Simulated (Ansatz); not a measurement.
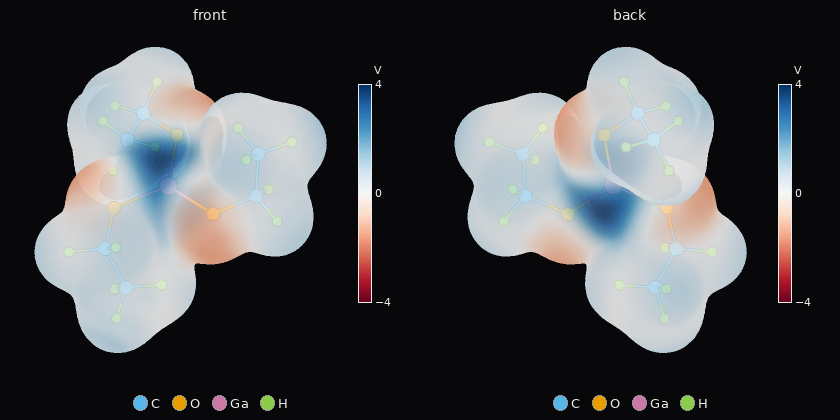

The picture shows: C6H15GaO3 (SMILES CC[O][Ga]([O]CC)[O]CC). The electrostatic potential painted on the density surface at 0.004 e/bohr³, seen from the front and from behind; red is negative and blue positive.

Geometry: PBE0-D4/def2-TZVP.

These are results of RKS PBE0-D4/def2-TZVPP (Ansatz), not measurements.

```xyz
25

C    -0.6443   -1.7967    2.8331
C    -1.5844   -0.8137    2.1717
O    -0.9013    0.2348    1.5142
Ga    0.1621   -0.0527    0.1242
O     1.1101    1.2816   -0.5581
C     1.0251    2.6010   -0.0576
C    -0.3379    3.2188   -0.2775
O     0.3006   -1.6800   -0.5674
C     1.0419   -1.9371   -1.7434
C     0.4546   -1.2578   -2.9607
H    -1.2052   -2.5577    3.3825
H    -0.0319   -2.3094    2.0850
H     0.0148   -1.2821    3.5363
H    -2.2451   -1.3451    1.4742
H    -2.2248   -0.3426    2.9256
H     1.2765    2.6300    1.0107
H     1.7901    3.1829   -0.5835
H    -0.3512    4.2564    0.0670
H    -1.1043    2.6719    0.2799
H    -0.5975    3.2065   -1.3388
H     1.0376   -3.0238   -1.8826
H     2.0891   -1.6320   -1.6184
H     1.0136   -1.5271   -3.8610
H    -0.5869   -1.5568   -3.1008
H     0.4987   -0.1695   -2.8545
```

### Where is the surface potential most negative and most positive?

The most negative region (about −1.6 V) lies over O3, O5 and O8, the most positive (about +3.7 V) over Ga4.
